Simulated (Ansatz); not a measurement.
# Sr2Hf (built on the sites of a database entry of HfBe2): from the cell to its phonons, part 3 of 3

Aim: the vibrations of Sr2Hf (built on the sites of a database entry of HfBe2), their spectra, and whether the structure is stable.

Ansatz 0.2.0; DFT PBEsol, scalar-relativistic, plane waves, PAW.

So far. Step 4 (Relaxing to small forces for the phonons): The forces vanish by symmetry and the pressure is 0.001 GPa, within the tolerances set. The cell now holds 33.15 Å³/atom. Step 5 (Modes at Γ): Before it was imposed, the acoustic sum rule was missed by 4.5e-5 eV/Å². Small misses are needed for a sound result but don't prove that mesh and cutoff are converged. The lowest optical mode is real, 24.8 cm⁻¹. The relaxed cell has a = 5.887, c = 3.313 Å (conventional setting).

The structure was built from a prototype and need not be the compound's stable phase.

## 6. Phonons on a q mesh (continued)

The phonon density of states has structure finer than the step of the table below, so its rows give means over 20 cm⁻¹, whole bins alone (the curve runs from -45 to 153 cm⁻¹). Peaks (cm⁻¹: height): 29.0: 0.0863, 43.0: 0.0988, 125.0: 0.104, 131.0: 0.167, 145.0: 0.0545.

Tetrahedra on a 12×12×20 mesh, mean over bins of 2 cm-1. Interpolated from a 2×2×4 q mesh. Phonon density of states against wavenumber; means over each step:

| wavenumber (cm⁻¹) | phonon density of states (1/cm⁻¹/cell) |
| --- | --- |
| -20 | 0.0223 |
| 0 | 0.0177 |
| 20 | 0.0673 |
| 40 | 0.0804 |
| 60 | 0.0606 |
| 80 | 0.0364 |
| 100 | 0.0344 |
| 120 | 0.0703 |
| 140 | 0.0544 |

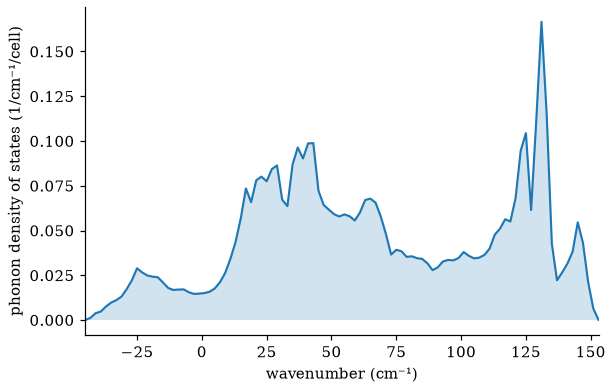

Phonon density of states against wavenumber.

The partial phonon density of states has structure finer than the step of the table below, so its rows give means over 10 cm⁻¹, whole bins alone (the curve runs from -52.9 to 166 cm⁻¹). Peaks (cm⁻¹: height): Hf -23.9: 0.0246, -15.7: 0.0255, 27.0: 0.0550, 43.6: 0.0595; Sr 38.0: 0.0397, 65.6: 0.0533, 79.4: 0.0457, 101.4: 0.0510, 130.3: 0.135, 145.5: 0.0431.

Phonopy on the run's constants, 11x11x17 mesh, Gaussian sigma 2.0 cm-1. Interpolated from a 2×2×4 q mesh. Partial phonon density of states against wavenumber; means over each step; values in 1/cm⁻¹/cell:

| wavenumber (cm⁻¹) | Hf | Sr |
| --- | --- | --- |
| -40 | 0.00129 | 0.00395 |
| -30 | 0.0107 | 0.00681 |
| -20 | 0.0213 | 0.00624 |
| -10 | 0.0121 | 0.00559 |
| 0 | 0.00624 | 0.00163 |
| 10 | 0.0201 | 0.0137 |
| 20 | 0.0387 | 0.0318 |
| 30 | 0.0504 | 0.0304 |
| 40 | 0.0580 | 0.0324 |
| 50 | 0.0366 | 0.0258 |
| 60 | 0.0227 | 0.0412 |
| 70 | 0.0118 | 0.0354 |
| 80 | 0.00565 | 0.0363 |
| 90 | 0.00198 | 0.0240 |
| 100 | 5.8e-4 | 0.0407 |
| 110 | 4.8e-4 | 0.0328 |
| 120 | 5.3e-4 | 0.0703 |
| 130 | 7.1e-4 | 0.105 |
| 140 | 8.5e-5 | 0.0350 |
| 150 | 5.2e-6 | 0.0205 |
| 160 | 0 | 5.9e-5 |

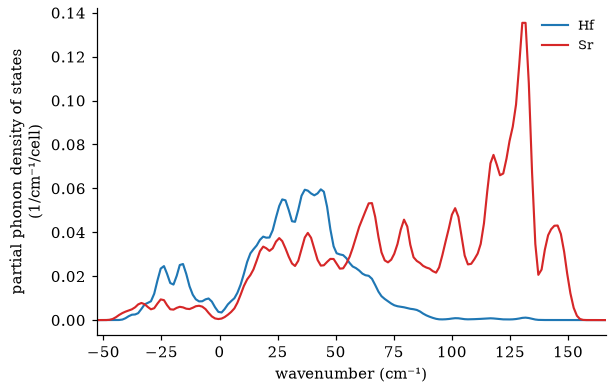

Partial phonon density of states against wavenumber.

Symmetry leaves 6 wavevectors to solve. The lowest mode among them, the acoustic zeros apart, lies at q = (0, -0.5, -0.5) and is imaginary, 39.7i cm⁻¹, so the energy falls along it. Between them the interpolated path dips to 44i cm⁻¹.

## 7. Another isotope, element Hf, natural mass 178.486 amu

An isotope changes the mass and not the force constants, so no new electronic calculation is needed; the shifts show which modes move this element.

The same force constants with the mass of Hf changed from 178.486 to 173.940 u (phonopy, no LO-TO term). Both lists are sorted by frequency; levels can cross, so a row need not hold one and the same mode. Modes under 3 cm⁻¹ are left out. Isotope shifts, by row:

| q | rank | natural mass (cm⁻¹) | changed mass (cm⁻¹) |
| --- | --- | --- | --- |
| 0 0 0 | 4 | 24.84 | 24.84 |
| 0 0 0 | 5 | 77.84 | 78.34 |
| 0 0 0 | 6 | 77.84 | 78.34 |
| 0 0 0 | 7 | 87.96 | 88.52 |
| 0 0 0 | 8 | 131.7 | 131.7 |
| 0 0 0 | 9 | 131.7 | 131.7 |
| 0 0 0.25 | 1 | 23.19 | 23.49 |
| 0 0 0.25 | 2 | 27.41 | 27.52 |
| 0 0 0.25 | 3 | 27.41 | 27.52 |
| 0 0 0.25 | 4 | 67.66 | 68.25 |
| 0 0 0.25 | 5 | 67.66 | 68.25 |
| 0 0 0.25 | 6 | 107 | 107 |
| 0 0 0.25 | 7 | 107.4 | 107.4 |
| 0 0 0.25 | 8 | 129.3 | 129.3 |
| 0 0 0.25 | 9 | 129.3 | 129.3 |
| 0 0 -0.5 | 1 | 25.83 | 26.17 |
| 0 0 -0.5 | 2 | 41.58 | 41.58 |
| 0 0 -0.5 | 3 | 41.58 | 41.58 |
| 0 0 -0.5 | 4 | 56.42 | 57.15 |
| 0 0 -0.5 | 5 | 56.42 | 57.15 |
| 0 0 -0.5 | 6 | 126.8 | 126.8 |
| 0 0 -0.5 | 7 | 126.8 | 126.8 |
| 0 0 -0.5 | 8 | 150.7 | 150.7 |
| 0 0 -0.5 | 9 | 152.3 | 152.3 |
| 0 -0.5 0 | 1 | 25.17 | 25.26 |
| 0 -0.5 0 | 2 | 33.32 | 33.75 |
| 0 -0.5 0 | 3 | 35.88 | 36.34 |
| 0 -0.5 0 | 4 | 41.34 | 41.34 |
| 0 -0.5 0 | 5 | 43.01 | 43.01 |
| 0 -0.5 0 | 6 | 61.74 | 62.34 |
| 0 -0.5 0 | 7 | 75.09 | 75.1 |
| 0 -0.5 0 | 8 | 117.8 | 117.8 |
| 0 -0.5 0 | 9 | 131.6 | 131.6 |

A mode of this element alone would shift by +1.30 %. The highest zone-centre frequency without the field goes from 131.7 to 131.7 cm⁻¹ (+0.0 %). The product of the frequency ratios over all optical modes at Γ is 1.019; the product rule, (m/m′)^(3k/2) (M′/M)^(3/2) with k = 1 such atoms and M the mass of the cell, gives 1.019.

## 8. Another isotope, element Sr, natural mass 87.62 amu

The same for Sr, from 87.62 to 85.91 u.

A mode of this element alone would shift by +0.99 %. The highest zone-centre frequency without the field goes from 131.7 to 133.0 cm⁻¹ (+1.0 %). The product of the frequency ratios over all optical modes at Γ is 1.046; the product rule, (m/m′)^(3k/2) (M′/M)^(3/2) with k = 2 such atoms and M the mass of the cell, gives 1.046.

## 9. Results

```yaml
space_group_after_relaxation_within_0p01_a: P6/mmm
volume_per_atom: 33.1 Å³
electronic_character: no gap on this mesh
highest_optical_mode_at_the_zone_centre_no_lo_to_term: 132 cm⁻¹
lowest_optical_zone_centre_mode: 24.8 cm⁻¹
lowest_mode_on_the_q_mesh_acoustic_modes_at_gamma_apart: -39.7 cm⁻¹
highest_frequency_on_the_path_or_at_a_solved_wavevector: 152 cm⁻¹
imaginary_modes_on_the_2x2x4_q_mesh: yes
```

In words: Modes are clearly imaginary (beyond 10i cm⁻¹) at 1 of the 6 irreducible wavevectors, most at q = (0, -0.5, -0.5) (39.7i cm⁻¹), so this structure is not a minimum of the energy. The optical modes at Γ span 25 to 132 cm⁻¹. The highest mode in this list at Γ, 131.7 cm⁻¹, is mostly motion of Sr (100 % of the kinetic energy). With no gap, or one that is small against the smearing, the frequencies hang on the k mesh and the smearing, most of all near Kohn anomalies. Spin-orbit coupling is left out, which can matter for the heavy elements here. A phonon run warned that its eigensolver left some bands unconverged in a pass. The starting cell was built on a prototype and not taken from a measurement, so the phase need not exist. These are harmonic frequencies at zero temperature: anharmonic shifts, linewidths and thermal expansion are left out.

[Logs are printed without paths, hosts, clocks, repeated set-up lines and the standing remarks that a program may print on its own settings, such as how far it seeks lower states.]

[Hosts, paths, dates, database ids (printed as entryN), source tags and the programs' standing remarks are cut or masked in the printed files.]
